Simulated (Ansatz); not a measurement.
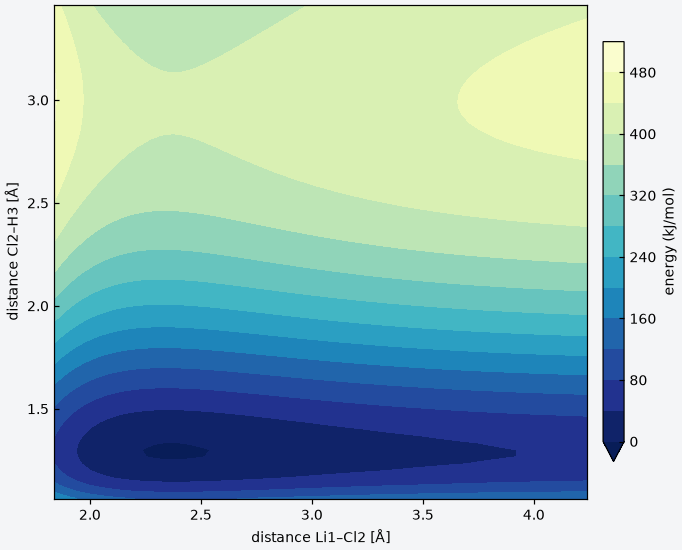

The system Li⁺ + ClH. Coordinates scanned: (1) distance Li1–Cl2; (2) distance Cl2–H3. Nothing is relaxed (the angle Li1–Cl2–H3 is fixed at 90 degrees). Grid: 17 × 17 points. Points are written as (first, second). Energies are in kJ/mol, from the lowest grid point. The restricted reference is unstable at some or all points, so the energies there are unreliable. Method: Ansatz 0.2.0, RHF-CCSD(T), frozen core/def2-TZVPD.

The picture shows filled contours. Between grid points the surface is interpolated.

The lowest grid point is at (2.369 Å, 1.336 Å). No other kind of well shows on this grid. The highest grid point, (1.840 Å, 3.082 Å), lies 483 kJ/mol above the lowest.

The level of theory is changed to RHF/def2-TZVPD (Ansatz); with it change the reference geometry, relaxed at the new level. The reference is spin-restricted, so regions where a bond is pulled apart into radicals lie too high.

What does this change do to the map?

The minimum (interpolated where it lies between grid points) moves from about (2.369 Å, 1.291 Å) to about (2.373 Å, 1.276 Å). The span from the lowest to the highest grid point grows from 483 to 771 kJ/mol. The curvature at the minimum changes by less than a tenth (about 2.3) eV/Å² along distance Li1–Cl2 and from about 30 to 34 eV/Å² along distance Cl2–H3.

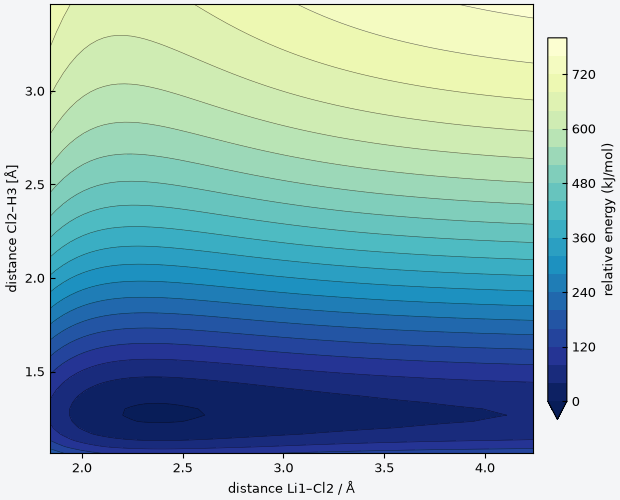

The map after the change, on a colour scale of its own. The picture shows filled contours. Between grid points the surface is interpolated.
